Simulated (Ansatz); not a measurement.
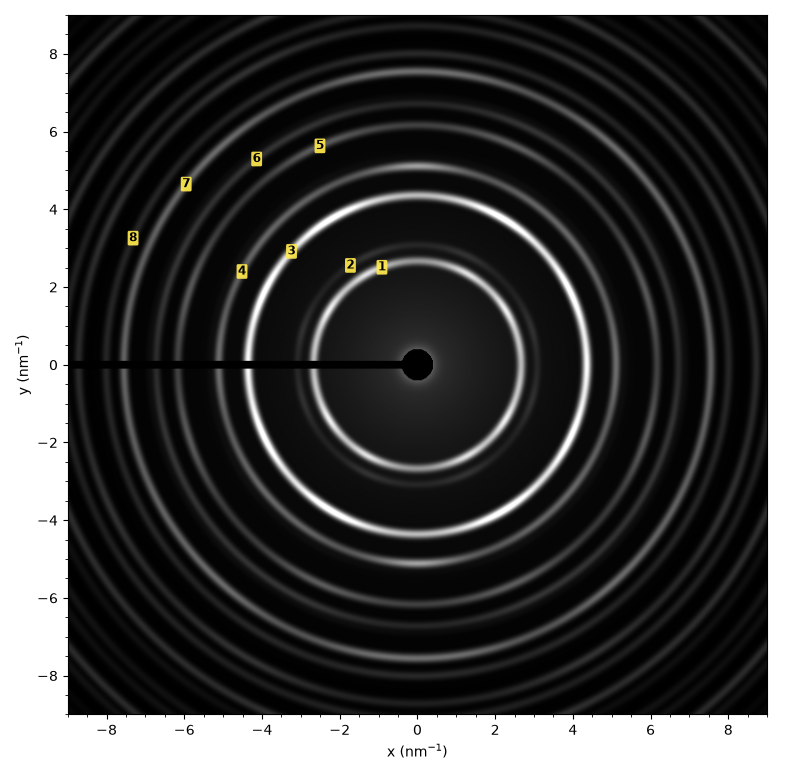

Simulated electron diffraction rings at 120 kV (λ = 0.0335 Å), scale in nm⁻¹ (radius = 1/d), for a sample with fibre texture (March–Dollase model, fibre axis vertical in the picture). Kinematic intensities with B = 0.8 Å² for all atoms, without multiple scattering; brightness goes as intensity to the power 0.6, clipped at the top. Reflections closer than the ring width show as one ring.

The sample is SnGe2, space group Fm-3m, a = 6.487 Å, b = 6.487 Å, c = 6.487 Å, α = 90.00°, β = 90.00°, γ = 90.00°. Basis of the simulation: the geometry relaxed (final pressure about 4 GPa) with DFT LDA, scalar-relativistic, plane waves, PAW in Ansatz 0.2.0; the starting structure was generated, so it need not be a known form of this composition.

Q: Index rings 1 to 8.

A:
| ring | radius | d (Å) | hkl |
| --- | --- | --- | --- |
| 1 | 2.67 nm⁻¹ | 3.75 | 111 |
| 2 | 3.08 nm⁻¹ | 3.24 | 200 |
| 3 | 4.36 nm⁻¹ | 2.29 | 220 |
| 4 | 5.11 nm⁻¹ | 1.956 | 311 |
| 5 | 6.17 nm⁻¹ | 1.622 | 400 |
| 6 | 6.72 nm⁻¹ | 1.488 | 331 |
| 7 | 7.55 nm⁻¹ | 1.324 | 422 |
| 8 | 8.01 nm⁻¹ | 1.249 | 511/333 |

Q: Which lattice planes lie preferentially normal to the fibre axis?

A: The (3 1 1) planes: ring 4 is concentrated at the top and bottom of the pattern (March parameter 0.35).
